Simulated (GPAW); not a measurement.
# NiO: which magnetic order is lowest, part 2 of 2

Wanted: the moments of NiO and the energy of each order that was tried.

GPAW 26.7.0; LDA; plane waves with GPAW's PAW setups, scalar-relativistic.

So far, largest spin moment in the augmentation sphere (μB): step 2 (order 1, typed as ferro +) 0.599; step 3 (run 2 (antiferro q=(0,1/2,1/2) +-)) 0.488.

### Step 4. Start 3: antiferro q=(0,0,1/2) +-

Reversing part of the moments tests the sign of the couplings between them.

This order needs a doubled cell of 4 atoms. Its mesh is chosen so that both cells sample the same points.

Contents of order3.py:

```python
import json
import numpy as np
from ase import Atoms
from ase.parallel import paropen, parprint
from gpaw import GPAW

atoms = Atoms(['Ni', 'Ni', 'O', 'O'],
    cell=[[0.0, 2.08590164, 2.08590164],
         [2.08590164, 0.0, 2.08590164],
         [4.17180328, 4.17180328, 0.0]],
    scaled_positions=[[0.0, 0.0, 0.0],
         [0.0, 0.0, 0.5],
         [0.5, 0.5, 0.25],
         [0.5, 0.5, 0.75]],
    pbc=True,
    magmoms=[2.0, -2.0, 0.0, 0.0])
atoms.calc = GPAW(mode={'name': 'pw', 'ecut': 700},
    xc='LDA',
    kpts={'size': (8, 8, 4), 'gamma': True},
    occupations={'name': 'fermi-dirac', 'width': 0.05},
    convergence={'density': 1e-06, 'energy': 1e-05},
    maxiter=200,
    symmetry={'tolerance': 1e-4},
    txt='order3.txt')
e = atoms.get_potential_energy(force_consistent=True)
res = {'free_energy': e, 'energy_sigma0': atoms.get_potential_energy(), 'fermi_energy': atoms.calc.get_fermi_level()}
res['moments'] = atoms.get_magnetic_moments().tolist()
res['total'] = atoms.get_magnetic_moment()
parprint('site moments (muB):', np.round(res['moments'], 3))
parprint(f"total moment: {res['total']:.3f} muB")
parprint(f'free energy: {e:.6f} eV')
atoms.calc.write('order3.gpw')
with paropen('results.json', 'w') as f:
    json.dump(res, f)
```

Launch:

```
OMP_NUM_THREADS=1 mpirun -n 2 gpaw python order3.py > order3.log
```

The program printed:

```text
site moments (muB): [ 1.21 -1.21  0.    0.  ]
total moment: -0.000 muB
free energy: -30.736050 eV

--- order3.txt ---
Input parameters:
  mode=PW(ecut=700),
  convergence={'density': 1e-06, 'energy': 1e-05},
  kpts=MonkhorstPack(size=(8, 8, 4), gamma=True),
  maxiter=200,
  occupations=Occupations(name='fermi-dirac', width=0.05),
  symmetry=Symmetry(tolerance=0.0001),
  xc=XC(name='LDA')

Diagonalizing LCAO Hamiltonian
[...]
|         28 |        21.462 |     0.000 |        21.462 |     0.000 |
|         29 |        26.535 |     0.000 |        26.535 |     0.000 |
|         30 |        26.538 |     0.000 |        26.538 |     0.000 |

Gap: 0.428 eV
Transition (v -> c):
  (s=1, k=22, n=21, [0.25, 0.00, 0.00]) -> (s=0, k=24, n=22, [0.25, 0.00, 0.50])
Direct/indirect transitions are different
Direct gap: 0.608 eV
Transition at: (s=1->0, k=30, n=21, [0.25, 0.25, 0.00])

[key lines of the parts left out:]
Free energy:     -30.736050
Converged in 12 steps
dipole moment: (-16.840360, -16.840360, -16.840366)  # |e|*Ang
Fermi level: 7.597
```

It took 92 s on 2 MPI ranks of Arm Neoverse V1, shared host; peak memory 0.51 GiB.

Spin moment in the augmentation sphere by atom:

```csv
atom,spin moment in the augmentation sphere (μB)
Ni1,1.21
Ni2,-1.21
O3,0.00
O4,0.00
```

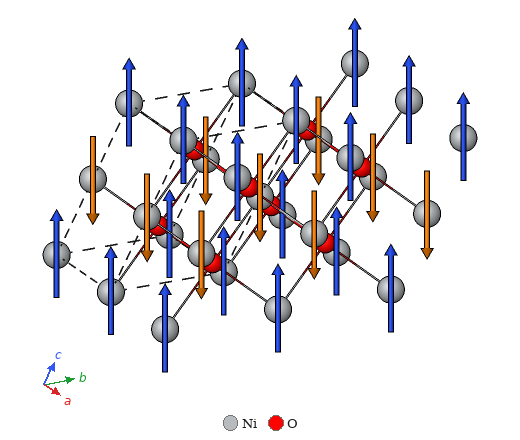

Spin moment in the augmentation sphere as arrows, the longest 1.21 μB. Up and down stand for the sign. Arrows give size and sign along the axis of quantisation, drawn up and down the page. The two directions have two colours. Bonds to atoms that aren't drawn are left out. 2×2×1 cells are drawn. Some periodic images of atoms are drawn too.

Numbers from this step:

- magnetization: 0 μB
- final state: antiferromagnetic

It lies 165 meV a seeded atom under the first start, and its largest moment is 1.21 μB against 0.599 μB.

### Step 5. Run 4 (no spin polarisation)

This run holds no moments, which gives a state to set the others against.

Contents of nospin.py:

```python
import json
import numpy as np
from ase import Atoms
from ase.parallel import paropen, parprint
from gpaw import GPAW

atoms = Atoms(['Ni', 'O'],
    cell=[[0.0, 2.08590164, 2.08590164],
         [2.08590164, 0.0, 2.08590164],
         [2.08590164, 2.08590164, 0.0]],
    scaled_positions=[[0.0, 0.0, 0.0],
         [0.5, 0.5, 0.5]],
    pbc=True)
atoms.calc = GPAW(mode={'name': 'pw', 'ecut': 700},
    xc='LDA',
    kpts={'size': (8, 8, 8), 'gamma': True},
    occupations={'name': 'fermi-dirac', 'width': 0.05},
    convergence={'density': 1e-06, 'energy': 1e-05},
    maxiter=200,
    symmetry={'tolerance': 1e-4},
    txt='nospin.txt')
e = atoms.get_potential_energy(force_consistent=True)
res = {'free_energy': e, 'energy_sigma0': atoms.get_potential_energy(), 'fermi_energy': atoms.calc.get_fermi_level()}
parprint(f'free energy: {e:.6f} eV')
atoms.calc.write('nospin.gpw')
with paropen('results.json', 'w') as f:
    json.dump(res, f)
```

Launch:

```
OMP_NUM_THREADS=1 mpirun -n 2 gpaw python nospin.py > nospin.log
```

The program printed:

```text
free energy: -15.189291 eV

--- nospin.txt ---
Input parameters:
  mode=PW(ecut=700),
  convergence={'density': 1e-06, 'energy': 1e-05},
  kpts=MonkhorstPack(size=(8, 8, 8), gamma=True),
  maxiter=200,
  occupations=Occupations(name='fermi-dirac', width=0.05),
  symmetry=Symmetry(tolerance=0.0001),
  xc=XC(name='LDA')

Diagonalizing LCAO Hamiltonian
Converting LCAO to pw mode

              O

       Ni

[...]
|          0 |       -55.420 |     2.000 |
|        ... |               |           |
|          4 |         4.405 |     2.000 |
|          5 |         4.405 |     2.000 |
|          6 |         4.405 |     2.000 |
|          7 |         5.787 |     2.000 |
[...]
|         12 |         9.157 |     0.000 |
|         13 |        26.553 |     0.000 |
|         14 |        26.553 |     0.000 |
|         15 |        26.553 |     0.000 |

No gap
No difference between direct/indirect transitions

[key lines of the parts left out:]
Free energy:     -15.189291
Converged in 11 steps
dipole moment: (-8.396314, -8.396314, -8.396314)  # |e|*Ang
Fermi level: 7.664
```

The job ended after 7.3 s (2 MPI ranks; peak memory 0.32 GiB).

Numbers from this step:

```
final state : non-magnetic (no spin polarisation)
```

It lies 13.9 meV a seeded atom over the first start.

### Step 6. Another try

A slip in the input shows what the program catches and what it lets pass.

Contents of run.py:

```python
import json
import numpy as np
from ase import Atoms
from ase.parallel import paropen, parprint
from gpaw import GPAW

atoms = Atoms(['Ni', 'O'],
    cell=[[0.0, 2.08590164, 2.08590164],
         [2.08590164, 0.0, 2.08590164],
         [2.08590164, 2.08590164, 0.0]],
    scaled_positions=[[0.0, 0.0, 0.0],
         [0.5, 0.5, 0.5]],
    pbc=True,
    magmoms=[2.0, 0.0])
atoms.calc = GPAW(mode={'name': 'pw', 'ecut': 700},
    xc='PBE96',
    kpts={'size': (8, 8, 8), 'gamma': True},
    occupations={'name': 'fermi-dirac', 'width': 0.05},
    convergence={'density': 1e-06, 'energy': 1e-05},
    maxiter=100,
    symmetry={'tolerance': 1e-4},
    txt='run.txt')
e = atoms.get_potential_energy(force_consistent=True)
res = {'free_energy': e, 'energy_sigma0': atoms.get_potential_energy(), 'fermi_energy': atoms.calc.get_fermi_level()}
res['moments'] = atoms.get_magnetic_moments().tolist()
res['total'] = atoms.get_magnetic_moment()
parprint('site moments (muB):', np.round(res['moments'], 3))
parprint(f"total moment: {res['total']:.3f} muB")
parprint(f'free energy: {e:.6f} eV')
atoms.calc.write('run.gpw')
with paropen('results.json', 'w') as f:
    json.dump(res, f)
```

Launch:

```
OMP_NUM_THREADS=1 mpirun -n 2 gpaw python run.py > run.log
```

The program printed:

```text
NameError: Unknown functional: PBE96.
```

Wall time 12 s (2 MPI ranks); peak memory 0.26 GiB.

The program refused the input before any cycle.

The program's message: “NameError: Unknown functional: PBE96.”

The fault put into the input: an unknown functional.

The functional must be one that the program lists.

### Step 7. The states side by side

These are free energies at a smearing of 0.05 eV, so its entropy term is in the differences. They are divided by the number of seeded atoms, so that cells of unlike size compare. Wavevectors q in the names are fractions of the reciprocal vectors of the first run's cell.

Orders:

```csv
start,final state,typed order kept,energy over the lowest (meV a seeded atom),largest site moment (μB),net moment (μB a primitive cell),mesh matched,CPU time (s)
ferro +,ferromagnetic,yes,164.8,0.5995,0.7127,yes,29.02
"antiferro q=(0,1/2,1/2) +-",antiferromagnetic,yes,170.8,0.4875,1.41e-4,yes,812.5
"antiferro q=(0,0,1/2) +-",antiferromagnetic,yes,0,1.21,0,yes,184.2
no spin polarisation,non-magnetic,-,178.7,0,0,yes,14.5
```

### Step 8. Results

```
lowest state found                 : antiferromagnetic (typed antiferro q=(0,0,1/2) +-)
largest site moment                : 1.21 μB
next state                         : ferromagnetic, 165 meV a seeded atom higher
energy gained by spin polarisation : 179 meV a seeded atom
```

**Reading.** The lowest state found is antiferromagnetic, reached from the start antiferro q=(0,0,1/2) +-, with moments up to 1.21 μB. The next state costs 165 meV a seeded atom. This is the lowest of 4 finished starts, no proof of the ground state.

[Logs and program files are shortened in this print: banners, set-up blocks, solver, clock and traceback lines can be left out without a mark of their own.]

[Logs are printed without paths, hosts, clocks, repeated set-up lines and the standing remarks that a program may print on its own settings, such as how far it seeks lower states.]

[Hosts, paths, dates, database ids (printed as entryN), source tags and the programs' standing remarks are cut or masked in the printed files.]

[Where a cell is said to come from a database of computed structures, the database is the Materials Project.]
